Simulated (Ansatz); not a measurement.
# Cutoff, mesh or smearing: what limits a work function? Na(110), Al(100), K(110), Nb(111), Ag(110) and Ir(111)

One slab of each metal is run with one setting changed at a time. Which setting moves the work function most, and which can be cut?

Set-up. Ansatz 0.2.0, plane waves with PAW datasets (its set soft_2), PBE; unrelaxed symmetric slabs of 7 layers (11 for bcc (111)), 18 Å of vacuum. The reference has 420 eV, the mesh listed and Fermi-Dirac smearing of 0.1 eV; the other columns give the change in eV.

The runs side by side:

| face | mesh | reference (eV) | 300 eV | 600 eV | mesh × 1/3 | mesh × 2/3 | mesh × 3/2 | Gaussian 0.05 | cold 0.1 | Methfessel-Paxton 0.2 | Fermi-Dirac 0.3 |
| --- | --- | --- | --- | --- | --- | --- | --- | --- | --- | --- | --- |
| Na(110) | 12×12 | 2.836 | 0.000 | 0.000 | +0.016 | −0.009 | −0.006 | −0.031 | −0.033 | −0.025 | +0.139 |
| Al(100) | 14×14 | 4.245 | −0.006 | 0.000 | −0.010 | +0.018 | −0.016 | +0.038 | +0.024 | +0.013 | +0.042 |
| K(110) | 10×10 | 2.391 | +0.001 | 0.000 | +0.008 | −0.005 | +0.001 | −0.035 | −0.034 | −0.027 | +0.181 |
| Nb(111) | 10×10 | 3.412 | +0.001 | 0.000 | −0.059 | +0.005 | +0.001 | −0.055 | −0.045 | −0.048 | +0.186 |
| Ag(110) | 10×14 | 4.120 | +0.001 | 0.000 | +0.047 | −0.002 | +0.006 | +0.021 | +0.011 | +0.003 | +0.072 |
| Ir(111) | 17×17 | 5.504 | +0.010 | 0.000 | +0.021 | +0.010 | −0.002 | −0.004 | −0.008 | −0.002 | −0.015 |

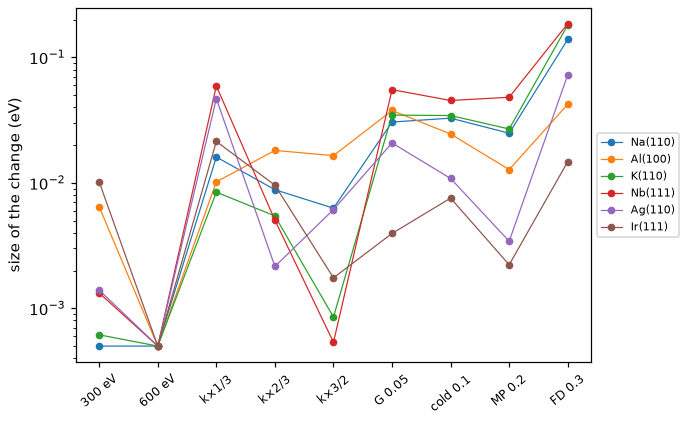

Size of the change against the reference; values under 0.0005 eV are drawn at that line.

**Answer.** The largest change of a row comes from the hot smearing on 5 faces, from the coarsest mesh on 1 and from another setting on 0. Runs at 200 eV and on a still coarser mesh, made as deliberately poor settings, are not listed. 600 eV moves no value by more than 0.001 eV, and 300 eV none by more than 0.010 eV. A mesh with a third of the points along each axis is off by up to 0.06 eV (Nb(111)) and two thirds by up to 0.018 eV; three halves still move Al(100) by 0.016 eV, so the reference mesh is not converged beyond that. The three narrow or corrected schemes, nearer to zero temperature, lie −0.05 to +0.02 eV from the reference on average: on Nb(111) they agree with each other, so the reference's own smearing of 0.1 eV is an error there, larger than that of cutoff or of the two finer meshes. Fermi-Dirac smearing of 0.3 eV, an electron temperature near 3,500 K, moves Nb(111) by 0.19 eV.

**Limits.** Where those three schemes disagree, their widths or the mesh may be the cause; they were not run on a finer mesh. One setting changes at a time, and errors need not add; the faces are unrelaxed and unreconstructed. The table is a selection: not every member that was run is listed.
